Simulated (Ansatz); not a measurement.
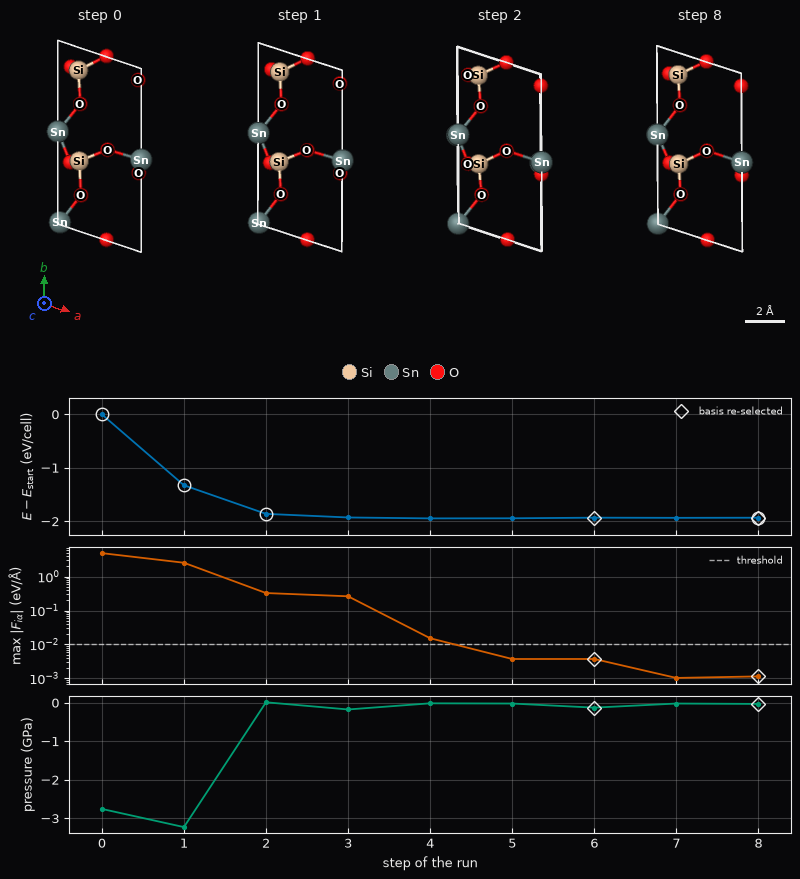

Frames of a relaxation of solid SiSnO4 (built on the BPO4-82 type type), marked on the history of the run. Style: ball-and-stick. Shown: the cell of the calculation, along the c axis.

Case: shaken.

Method: DFT, PBEsol, plane waves, PAW in Ansatz. (plane-wave cutoff 420 eV; k-point mesh 4 × 2 × 6; occupations fermi dirac; smearing width 0.05 eV; no spin polarisation; cell and atoms relaxed; force threshold 0.01 eV/Å; at most 120 steps)

**What happens along the run?**

The atom that moves furthest relative to the cell is an O atom (0.16 Å roughly along [3 0 1]). Largest moves by element: O 0.16 Å, Sn 0.13 Å, Si 0.08 Å. Cell: a 5.346 → 5.364 Å (+0.3 %), b 10.981 → 10.740 Å (−2.2 %), c 5.416 → 5.368 Å (−0.9 %), α 120.5° → 121.3°, β 122.0° → 121.3°, γ 88.0° → 87.8°. Volume −2.6 %. Near-neighbour distances that change, for instance: O–Si 1.814 → 1.633 Å, O–Si 1.782 → 1.633 Å, O–Sn 1.821 → 1.940 Å, O–Sn 1.858 → 1.940 Å. Among the angles between lasting bonds that change: O–Sn–O 124.0° → 115.1°, O–Si–O 115.8° → 107.3°, Si–O–Sn 123.8° → 132.0°. The space group (tolerance 0.01 Å) goes from P1 (No. 1) to I-4 (No. 82). The energy falls by 1.932 eV per cell of the calculation in 6 accepted moves (8 points after the start). The largest force component goes from 4.9 to 0.0011 eV/Å. Pressure: −2.75 GPa at the start and −0.03 GPa at the end. The SCF was repeated twice at an unchanged geometry on a basis and grid sized afresh for the cell, which shifted the energy by 11.5 meV per cell of the calculation at most. The run took 25 s on 1 × NVIDIA H100 80GB HBM3 with 2 threads of AMD EPYC 7R13 Processor (Zen 3) (shared host), peak memory 1.3 GiB. From step 0 to 1: an O atom moves most (0.10 Å), volume −0.9 %, energy −1.325 eV per cell of the calculation. From step 1 to 2: an O atom moves most (0.15 Å), volume −2.2 %, energy −0.535 eV per cell of the calculation. From step 2 to 8: an O atom moves most (0.08 Å), volume +0.5 %, energy −72.0 meV per cell of the calculation.

```json
{"step": "0", "E − E(0), meV/atom": "0.00", "largest force component, eV/Å": "4.9140", "pressure, GPa": "-2.75", "volume, Å³/atom": "18.335", "note": ""}
{"step": "1", "E − E(0), meV/atom": "-110.41", "largest force component, eV/Å": "2.5597", "pressure, GPa": "-3.23", "volume, Å³/atom": "18.172", "note": ""}
{"step": "2", "E − E(0), meV/atom": "-154.97", "largest force component, eV/Å": "0.3273", "pressure, GPa": "0.01", "volume, Å³/atom": "17.771", "note": ""}
{"step": "3", "E − E(0), meV/atom": "-160.60", "largest force component, eV/Å": "0.2624", "pressure, GPa": "-0.17", "volume, Å³/atom": "17.794", "note": ""}
{"step": "4", "E − E(0), meV/atom": "-162.03", "largest force component, eV/Å": "0.0152", "pressure, GPa": "-0.01", "volume, Å³/atom": "17.858", "note": ""}
{"step": "5", "E − E(0), meV/atom": "-161.87", "largest force component, eV/Å": "0.0037", "pressure, GPa": "-0.02", "volume, Å³/atom": "17.918", "note": ""}
{"step": "6", "E − E(0), meV/atom": "-160.92", "largest force component, eV/Å": "0.0037", "pressure, GPa": "-0.12", "volume, Å³/atom": "17.918", "note": "same geometry, new basis"}
{"step": "7", "E − E(0), meV/atom": "-161.17", "largest force component, eV/Å": "0.0010", "pressure, GPa": "-0.02", "volume, Å³/atom": "17.855", "note": ""}
{"step": "8", "E − E(0), meV/atom": "-160.97", "largest force component, eV/Å": "0.0011", "pressure, GPa": "-0.03", "volume, Å³/atom": "17.855", "note": "same geometry, new basis"}
```
